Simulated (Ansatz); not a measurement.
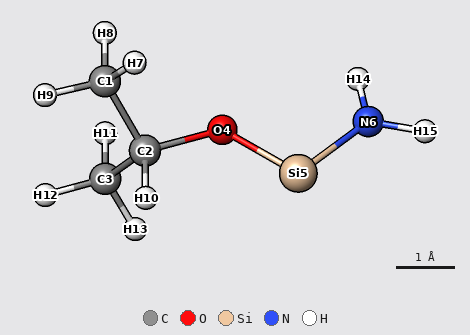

Fig. 1: The input geometry (ball-and-stick view, seen at a tilt; atoms are numbered from 1 in the order of the input). Bond lengths as drawn: C–C 1.51 Å, C–H 1.09 to 1.10 Å, C–O 1.42 Å, H–N 1.01 Å, N–Si 1.71 Å and O–Si 1.66 Å.

**Molecular dynamics, with input and output: C₃H₉NOSi (part 1 of 4)**

System: C₃H₉NOSi, SMILES CC(C)O[Si]N.
Method: RKS BLYP/6-31G* (Ansatz 0.2.0).

The geometry comes from this level: PBE0-D4/def2-TZVP. Figures and captions count atoms from 1; the log counts them from 0 in places.

**What the program printed**
```
Functional definition: BLYP
  name "BLYP"
  cite "Becke, Phys. Rev. A 38, 3098 (1988) doi:10.1103/PhysRevA.38.3098"
  cite "Lee, Yang & Parr, Phys. Rev. B 37, 785 (1988) doi:10.1103/PhysRevB.37.785"
  parameter beta = 0.0042
  parameter a = 0.04918
  parameter b = 0.132
  parameter c = 0.2533
  parameter d = 0.349
  exchange = b88_x(beta = beta)
  correlation = lyp_c(a = a, b = b, c = c, d = d)
1418 factors; their error is unknown
mean field evaluation 1: about -14650.2000 eV, gradient 9.7e1 eV
mean field evaluation 2: about -14590.0225 eV, gradient 1.8e2 eV
mean field evaluation 4: about -14669.7075 eV, gradient 1.4e1 eV
mean field evaluation 8: about -14670.1489 eV, gradient 1.5e-1 eV
mean field evaluation 16: about -14670.0394 eV, gradient 3.1e-3 eV
mean field -14670.03935364 eV, -539.1140025364 hartree, gradient 3.8e-5 eV, S^2 0.000000; 0 other end points of the search recorded, 0 dependent functions left out
the calculation of the forces begins
reference -14670.03969144 eV, -539.1140149504 hartree; 28, 28 occupied and 84, 84 virtual orbitals, 1418 factors
md step     0: t =     0.00 fs  T =  1000.0 K  F+E_penalty+E_count = -14670.03935364 eV  E_kin = 1.680380 eV  conserved = -14668.35897365 eV  (30 SCF iters)
these checks for a lower state are left out or cut short: starts, cluster_reference, orbital_swaps, neighbouring_geometries, increment
1418 factors; their error is unknown
mean field -14669.88968661 eV, -539.1085023746 hartree, gradient 1.2e-5 eV, S^2 0.000000; 0 other end points of the search recorded, 0 dependent functions left out
the calculation of the forces begins
reference -14669.89002459 eV, -539.1085147949 hartree; 28, 28 occupied and 84, 84 virtual orbitals, 1418 factors
md step     1: t =     1.00 fs  T =   915.6 K  F+E_penalty+E_count = -14669.88968661 eV  E_kin = 1.538489 eV  conserved = -14668.35120093 eV  (30 SCF iters)
[... from here on the SCF iterations and repeated set-up lines of each step are left out, up to the last step ...]
md step     2: t =     2.00 fs  T =   763.4 K  F+E_penalty+E_count = -14669.62200388 eV  E_kin = 1.282813 eV  conserved = -14668.33922242 eV  (31 SCF iters)
md step     3: t =     3.00 fs  T =   637.1 K  F+E_penalty+E_count = -14669.40934601 eV  E_kin = 1.070644 eV  conserved = -14668.33881142 eV  (32 SCF iters)
md step     4: t =     4.00 fs  T =   552.1 K  F+E_penalty+E_count = -14669.27099625 eV  E_kin = 0.927780 eV  conserved = -14668.34346268 eV  (32 SCF iters)
md step     5: t =     5.00 fs  T =   476.5 K  F+E_penalty+E_count = -14669.14341280 eV  E_kin = 0.800689 eV  conserved = -14668.34316574 eV  (32 SCF iters)
md step     6: t =     6.00 fs  T =   405.4 K  F+E_penalty+E_count = -14669.02100559 eV  E_kin = 0.681156 eV  conserved = -14668.34053686 eV  (32 SCF iters)
md step     7: t =     7.00 fs  T =   359.1 K  F+E_penalty+E_count = -14668.94014064 eV  E_kin = 0.603407 eV  conserved = -14668.33770955 eV  (32 SCF iters)
md step     8: t =     8.00 fs  T =   366.4 K  F+E_penalty+E_count = -14668.94843956 eV  E_kin = 0.615625 eV  conserved = -14668.33414405 eV  (32 SCF iters)
md step     9: t =     9.00 fs  T =   453.9 K  F+E_penalty+E_count = -14669.09648219 eV  E_kin = 0.762669 eV  conserved = -14668.33562949 eV  (32 SCF iters)
md step    10: t =    10.00 fs  T =   600.6 K  F+E_penalty+E_count = -14669.35315431 eV  E_kin = 1.009222 eV  conserved = -14668.34647184 eV  (32 SCF iters)
md step    11: t =    11.00 fs  T =   718.3 K  F+E_penalty+E_count = -14669.55902617 eV  E_kin = 1.206958 eV  conserved = -14668.35560020 eV  (31 SCF iters)
md step    12: t =    12.00 fs  T =   735.2 K  F+E_penalty+E_count = -14669.58270614 eV  E_kin = 1.235356 eV  conserved = -14668.35204644 eV  (31 SCF iters)
md step    13: t =    13.00 fs  T =   677.4 K  F+E_penalty+E_count = -14669.47411723 eV  E_kin = 1.138242 eV  conserved = -14668.34176956 eV  (32 SCF iters)
md step    14: t =    14.00 fs  T =   623.6 K  F+E_penalty+E_count = -14669.37968563 eV  E_kin = 1.047867 eV  conserved = -14668.33888811 eV  (32 SCF iters)
md step    15: t =    15.00 fs  T =   601.6 K  F+E_penalty+E_count = -14669.34624672 eV  E_kin = 1.010968 eV  conserved = -14668.34353331 eV  (32 SCF iters)
md step    16: t =    16.00 fs  T =   578.7 K  F+E_penalty+E_count = -14669.30928689 eV  E_kin = 0.972425 eV  conserved = -14668.34633827 eV  (32 SCF iters)
md step    17: t =    17.00 fs  T =   527.9 K  F+E_penalty+E_count = -14669.22104132 eV  E_kin = 0.887079 eV  conserved = -14668.34466454 eV  (32 SCF iters)
md step    18: t =    18.00 fs  T =   461.8 K  F+E_penalty+E_count = -14669.10381649 eV  E_kin = 0.776049 eV  conserved = -14668.33964718 eV  (33 SCF iters)
md step    19: t =    19.00 fs  T =   425.4 K  F+E_penalty+E_count = -14669.03596897 eV  E_kin = 0.714764 eV  conserved = -14668.33422159 eV  (33 SCF iters)
md step    20: t =    20.00 fs  T =   460.5 K  F+E_penalty+E_count = -14669.09558738 eV  E_kin = 0.773788 eV  conserved = -14668.33603862 eV  (32 SCF iters)
md step    21: t =    21.00 fs  T =   548.5 K  F+E_penalty+E_count = -14669.25171494 eV  E_kin = 0.921757 eV  conserved = -14668.34568413 eV  (32 SCF iters)
md step    22: t =    22.00 fs  T =   612.8 K  F+E_penalty+E_count = -14669.36374351 eV  E_kin = 1.029746 eV  conserved = -14668.35152625 eV  (32 SCF iters)
md step    23: t =    23.00 fs  T =   605.1 K  F+E_penalty+E_count = -14669.34457947 eV  E_kin = 1.016782 eV  conserved = -14668.34730075 eV  (32 SCF iters)
md step    24: t =    24.00 fs  T =   554.5 K  F+E_penalty+E_count = -14669.25087694 eV  E_kin = 0.931799 eV  conserved = -14668.34054152 eV  (32 SCF iters)
md step    25: t =    25.00 fs  T =   513.3 K  F+E_penalty+E_count = -14669.17908600 eV  E_kin = 0.862613 eV  conserved = -14668.33982665 eV  (32 SCF iters)
md step    26: t =    26.00 fs  T =   491.6 K  F+E_penalty+E_count = -14669.14369997 eV  E_kin = 0.826148 eV  conserved = -14668.34276969 eV  (33 SCF iters)
md step    27: t =    27.00 fs  T =   467.2 K  F+E_penalty+E_count = -14669.10196420 eV  E_kin = 0.784996 eV  conserved = -14668.34405062 eV  (33 SCF iters)
md step    28: t =    28.00 fs  T =   427.7 K  F+E_penalty+E_count = -14669.03200804 eV  E_kin = 0.718666 eV  conserved = -14668.34224842 eV  (33 SCF iters)
md step    29: t =    29.00 fs  T =   387.0 K  F+E_penalty+E_count = -14668.95879607 eV  E_kin = 0.650295 eV  conserved = -14668.33915001 eV  (33 SCF iters)
md step    30: t =    30.00 fs  T =   373.0 K  F+E_penalty+E_count = -14668.93085762 eV  E_kin = 0.626699 eV  conserved = -14668.33651612 eV  (32 SCF iters)
md step    31: t =    31.00 fs  T =   406.9 K  F+E_penalty+E_count = -14668.98721447 eV  E_kin = 0.683679 eV  conserved = -14668.33773326 eV  (33 SCF iters)
md step    32: t =    32.00 fs  T =   476.0 K  F+E_penalty+E_count = -14669.10726017 eV  E_kin = 0.799828 eV  conserved = -14668.34380560 eV  (33 SCF iters)
md step    33: t =    33.00 fs  T =   533.6 K  F+E_penalty+E_count = -14669.20506755 eV  E_kin = 0.896688 eV  conserved = -14668.34733713 eV  (32 SCF iters)
md step    34: t =    34.00 fs  T =   553.3 K  F+E_penalty+E_count = -14669.23179380 eV  E_kin = 0.929687 eV  conserved = -14668.34393734 eV  (33 SCF iters)
md step    35: t =    35.00 fs  T =   557.8 K  F+E_penalty+E_count = -14669.23309246 eV  E_kin = 0.937362 eV  conserved = -14668.34058938 eV  (32 SCF iters)
md step    36: t =    36.00 fs  T =   572.2 K  F+E_penalty+E_count = -14669.25567668 eV  E_kin = 0.961484 eV  conserved = -14668.34222346 eV  (32 SCF iters)
md step    37: t =    37.00 fs  T =   586.2 K  F+E_penalty+E_count = -14669.27810110 eV  E_kin = 0.985075 eV  conserved = -14668.34440024 eV  (33 SCF iters)
md step    38: t =    38.00 fs  T =   580.9 K  F+E_penalty+E_count = -14669.26562333 eV  E_kin = 0.976192 eV  conserved = -14668.34426385 eV  (32 SCF iters)
md step    39: t =    39.00 fs  T =   554.4 K  F+E_penalty+E_count = -14669.21597602 eV  E_kin = 0.931535 eV  conserved = -14668.34272603 eV  (31 SCF iters)
md step    40: t =    40.00 fs  T =   520.3 K  F+E_penalty+E_count = -14669.15279490 eV  E_kin = 0.874299 eV  conserved = -14668.34013799 eV  (32 SCF iters)
md step    41: t =    41.00 fs  T =   502.8 K  F+E_penalty+E_count = -14669.11762134 eV  E_kin = 0.844907 eV  conserved = -14668.33764288 eV  (32 SCF iters)
md step    42: t =    42.00 fs  T =   521.3 K  F+E_penalty+E_count = -14669.14672563 eV  E_kin = 0.875958 eV  conserved = -14668.33907905 eV  (32 SCF iters)
md step    43: t =    43.00 fs  T =   563.7 K  F+E_penalty+E_count = -14669.21926400 eV  E_kin = 0.947260 eV  conserved = -14668.34399526 eV  (32 SCF iters)
md step    44: t =    44.00 fs  T =   592.5 K  F+E_penalty+E_count = -14669.26610787 eV  E_kin = 0.995672 eV  conserved = -14668.34644284 eV  (32 SCF iters)
md step    45: t =    45.00 fs  T =   590.2 K  F+E_penalty+E_count = -14669.25453254 eV  E_kin = 0.991680 eV  conserved = -14668.34305764 eV  (32 SCF iters)
md step    46: t =    46.00 fs  T =   582.3 K  F+E_penalty+E_count = -14669.23316413 eV  E_kin = 0.978437 eV  conserved = -14668.33918436 eV  (32 SCF iters)
md step    47: t =    47.00 fs  T =   598.3 K  F+E_penalty+E_count = -14669.25690523 eV  E_kin = 1.005341 eV  conserved = -14668.34039422 eV  (32 SCF iters)
md step    48: t =    48.00 fs  T =   630.0 K  F+E_penalty+E_count = -14669.30902969 eV  E_kin = 1.058561 eV  conserved = -14668.34394080 eV  (32 SCF iters)
md step    49: t =    49.00 fs  T =   645.8 K  F+E_penalty+E_count = -14669.33299265 eV  E_kin = 1.085168 eV  conserved = -14668.34620822 eV  (32 SCF iters)
these checks for a lower state are left out or cut short: starts, cluster_reference, orbital_swaps, neighbouring_geometries, increment
1418 factors; their error is unknown
mean field evaluation 416: about -14669.2924 eV, gradient 2.5e-5 eV
mean field -14669.29237525 eV, -539.0865515868 hartree, gradient 2.5e-5 eV, S^2 0.000000; 0 other end points of the search recorded, 0 dependent functions left out
the calculation of the forces begins
reference -14669.29271748 eV, -539.0865641635 hartree; 28, 28 occupied and 84, 84 virtual orbitals, 1418 factors
1418 factors; their error is unknown
mean field -14669.29237525 eV, -539.0865515868 hartree, gradient 3.9e-5 eV, S^2 0.000000; 1 other end points of the search recorded, 0 dependent functions left out
the calculation of the forces begins
reference -14669.29271748 eV, -539.0865641635 hartree; 28, 28 occupied and 84, 84 virtual orbitals, 1418 factors
md step    50: t =    50.00 fs  T =   625.5 K  F+E_penalty+E_count = -14669.29237525 eV  E_kin = 1.051099 eV  conserved = -14668.34463846 eV  (32 SCF iters)
```

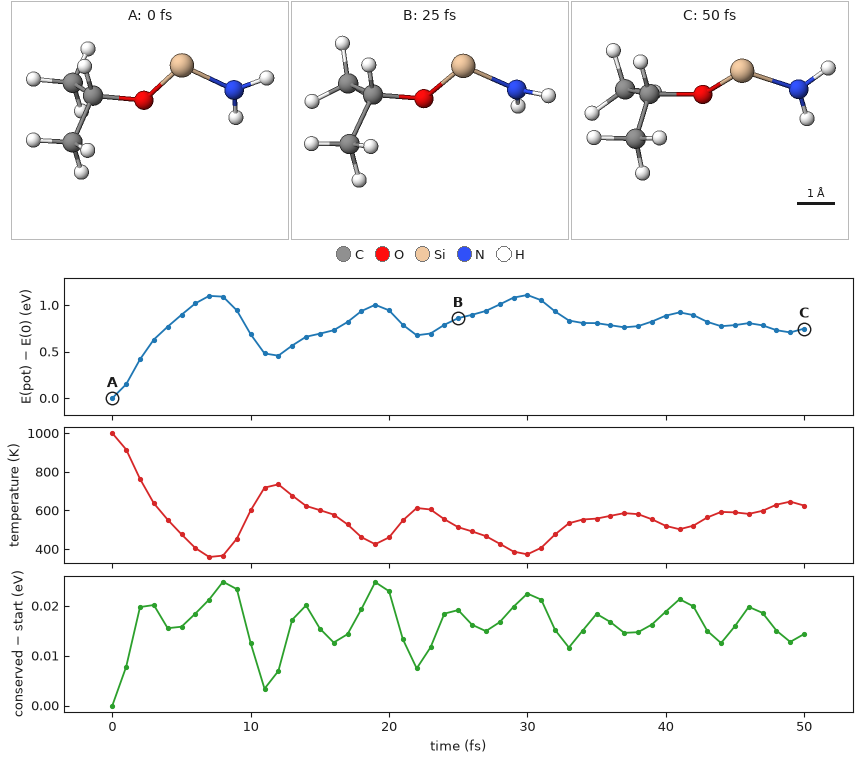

Fig. 2: Frames of the molecular dynamics (ball-and-stick, seen at a tilt) above the curves, on which the letters mark them. The trajectory kept here has 51 frames over 50 fs. The temperature starts at 1000 K, ranges from 359 to 1000 K and averages 533 K over the second half. The potential energy ends 0.747 eV above its first value. The conserved quantity stays within 0.025 eV. After an unweighted best fit of the last frame on the first, the root-mean-square displacement is 0.43 Å, and H7 has moved furthest (0.93 Å).

```
Total energy: -14669.29271748 eV, -539.0865641635 hartree
Atom 0 at    -0.316251    -1.415663     1.410688 Å, force    -0.447795     0.708255     1.214702 eV/Å
Atom 1 at     0.525231    -0.457199     0.525733 Å, force    -1.647758     0.614117     0.253529 eV/Å
Atom 2 at     1.153024    -1.150643    -0.608829 Å, force     2.154562    -0.646803    -0.652281 eV/Å
Atom 3 at    -0.361871     0.603983    -0.038100 Å, force    -0.209802    -0.979946     0.226786 eV/Å
Atom 4 at     0.101567     2.185282    -0.327055 Å, force    -0.383765     0.934681     0.026546 eV/Å
Atom 5 at    -1.336572     2.849713    -1.152102 Å, force     0.734217    -0.061522     0.428775 eV/Å
Atom 6 at    -0.026872    -1.093870     2.446644 Å, force    -0.491601    -0.704694    -0.176733 eV/Å
Atom 7 at    -1.414824    -1.131374     1.302687 Å, force     1.028002    -0.767750    -0.072782 eV/Å
Atom 8 at    -0.089729    -2.531996     1.297483 Å, force    -0.405020     1.322780    -0.098343 eV/Å
Atom 9 at     1.283710     0.058661     1.148821 Å, force     0.045557    -0.161244    -0.178392 eV/Å
Atom 10 at     0.511474    -1.698978    -1.302445 Å, force    -0.695711     0.067815     0.050028 eV/Å
Atom 11 at     1.834917    -1.971953    -0.146759 Å, force    -0.185094     1.383232    -1.032920 eV/Å
Atom 12 at     1.614621    -0.296621    -1.191758 Å, force     0.585940    -1.302315     0.113760 eV/Å
Atom 13 at    -2.039176     2.383300    -1.725819 Å, force    -0.228576    -0.162152     0.163406 eV/Å
Atom 14 at    -1.507696     3.860605    -1.066868 Å, force     0.146847    -0.244455    -0.266082 eV/Å
Dipole moment:    -0.157442    -0.151990    -0.073081 e Å
```

**Trajectory as extended XYZ (Å, eV, eV/Å), 51 frames, from step=0 to step=50**
```
15
Properties=species:S:1:pos:R:3:forces:R:3 step=0 time_fs=0.0 energy=-14670.03935 temperature=1000.0
C    -0.2965   -1.1442    1.4200   -0.1553  -0.1364   0.2176
C     0.5341   -0.4003    0.3958    0.4041  -0.0932   0.2779
C     1.1066   -1.3178   -0.6638    0.1325  -0.1733  -0.2071
O    -0.2836    0.5745   -0.2364   -0.7105  -0.3974  -0.4429
Si    0.0383    2.1997   -0.1555    0.9427   0.8623   0.5621
N    -1.2836    2.7361   -1.0900   -0.2193   0.0920  -0.1552
H    -0.6860   -0.4565    2.1733   -0.1447   0.2048   0.2635
H    -1.1433   -1.6342    0.9329   -0.2917  -0.1730  -0.1223
H     0.3026   -1.9060    1.9243    0.1729  -0.2635   0.1905
H     1.3644    0.1059    0.9126    0.2706   0.1070   0.1739
H     0.2989   -1.8126   -1.2089   -0.2366  -0.1798  -0.2038
H     1.7401   -2.0840   -0.2105    0.2211  -0.2700   0.1185
H     1.7067   -0.7526   -1.3797    0.2039   0.1615  -0.2541
H    -1.9761    2.1298   -1.5049   -0.4650  -0.3402  -0.2847
H    -1.4443    3.7114   -1.2799   -0.1248   0.5992  -0.1340
15
Properties=species:S:1:pos:R:3:forces:R:3 step=1 time_fs=1.0 energy=-14669.88969 temperature=915.6
C    -0.2965   -1.1526    1.4201    0.1990   0.6195   0.5999
C     0.5327   -0.4178    0.3902   -0.8645   0.3867  -0.1353
C     1.1147   -1.3053   -0.6588   -1.6563  -0.6446  -0.9463
O    -0.2861    0.5868   -0.2319   -0.7485  -1.0854  -0.3833
Si    0.0410    2.1964   -0.1564    0.8759   1.2025   0.4316
N    -1.2872    2.7354   -1.0916   -0.3540   0.1035  -0.2304
H    -0.6551   -0.4314    2.1861    0.0552  -0.3124  -0.0946
H    -1.1510   -1.5926    0.9296   -0.6431  -0.5039  -0.1784
H     0.3312   -1.9145    1.8932   -0.0904  -0.3010   0.2556
H     1.3236    0.0964    0.8791    1.3220   0.6036   0.8773
H     0.2933   -1.8473   -1.2123    0.4932   0.4295   0.1992
H     1.6820   -2.0551   -0.1677    1.1438  -1.0425   0.4157
H     1.6986   -0.7377   -1.3621    0.5825   0.2745  -0.5737
H    -2.0110    2.1401   -1.4861   -0.2082  -0.1775  -0.1498
H    -1.4130    3.7113   -1.3210   -0.1068   0.4477  -0.0876
15
Properties=species:S:1:pos:R:3:forces:R:3 step=2 time_fs=2.0 energy=-14669.62200 temperature=763.4
C    -0.2962   -1.1606    1.4207    0.4364   1.0682   0.8315
C     0.5306   -0.4349    0.3845   -1.8095   1.0072  -0.2989
C     1.1214   -1.2933   -0.6545   -2.5799  -1.2710  -1.4803
O    -0.2891    0.5984   -0.2276   -0.7972  -1.7457  -0.3264
Si    0.0439    2.1934   -0.1570    0.8014   1.5494   0.2951
N    -1.2910    2.7348   -1.0934   -0.6040   0.3100  -0.4223
H    -0.6237   -0.4092    2.1980    0.1781  -0.7571  -0.3846
H    -1.1648   -1.5558    0.9245   -0.7399  -0.6754  -0.1024
H     0.3589   -1.9259    1.8645   -0.4105  -0.2502   0.2724
H     1.2955    0.0926    0.8540    2.0221   0.9359   1.3574
H     0.2925   -1.8778   -1.2139    0.9477   0.8764   0.4198
H     1.6349   -2.0363   -0.1209    1.6630  -1.3929   0.4808
H     1.6961   -0.7203   -1.3501    0.8104   0.2586  -0.7026
H    -2.0479    2.1486   -1.4688    0.1684   0.0789   0.0207
H    -1.3827    3.7155   -1.3630   -0.0867   0.0078   0.0398
15
Properties=species:S:1:pos:R:3:forces:R:3 step=3 time_fs=3.0 energy=-14669.40935 temperature=637.1
C    -0.2957   -1.1677    1.4220    0.4420   1.1772   0.7848
C     0.5271   -0.4512    0.3786   -1.9454   2.0505   0.0450
C     1.1261   -1.2824   -0.6515   -2.4818  -2.1606  -1.6497
O    -0.2926    0.6089   -0.2235   -0.8459  -2.3530  -0.2685
Si    0.0472    2.1910   -0.1576    0.7174   1.8800   0.1549
N    -1.2953    2.7345   -1.0954   -0.7815   0.5969  -0.6098
H    -0.5906   -0.3943    2.2062    0.2024  -1.0398  -0.5303
H    -1.1857   -1.5254    0.9184   -0.5182  -0.6879   0.1289
H     0.3827   -1.9397    1.8384   -0.7259  -0.1568   0.2715
H     1.2867    0.0978    0.8418    1.9228   0.7654   1.3377
H     0.3007   -1.9000   -1.2114    1.1252   1.1176   0.4604
H     1.6037   -2.0307   -0.0695    1.6675  -1.0723   0.0877
H     1.7014   -0.7003   -1.3448    0.8089   0.0641  -0.5667
H    -2.0832    2.1579   -1.4512    0.5149   0.2987   0.1447
H    -1.3532    3.7198   -1.4046   -0.1023  -0.4799   0.2094
```
